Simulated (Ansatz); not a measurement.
**Hypothetical zinc blende PbTe: thickness series**

Consider PbTe in the zinc blende structure (space group F-43m, No. 216; a = 7.335 Å; a hypothetical phase, not in the database extracts checked). Axes: x, y, z lie along the cube axes.

Free-standing slabs (2 atom(s) a layer) normal to [110] with 15 Å of vacuum; in-plane cell held at bulk.

All numbers come from PBE, PAW, 420 eV (Ansatz, a quantum-chemistry and plane-wave program; spin-orbit coupling left out).

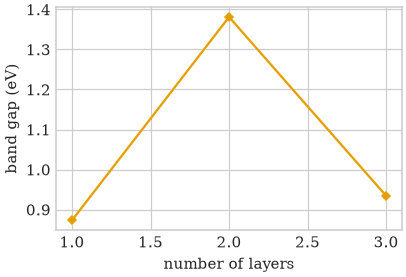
Fig. 1. Band gap against number of layers

Question: From the plot, what is the band gap for 3 layers?

Answer: About 0.93 eV.

Question: Is the trend monotonic over the range shown?

Answer: No, it turns within the range, spanning 0.87 eV to 1.38 eV.

With Pb and Te present, leaving out spin-orbit coupling can change the band edges. Gaps are Kohn–Sham eigenvalue differences; semilocal functionals usually give less than the measured gap. Whether these cells are dynamically stable was not tested.
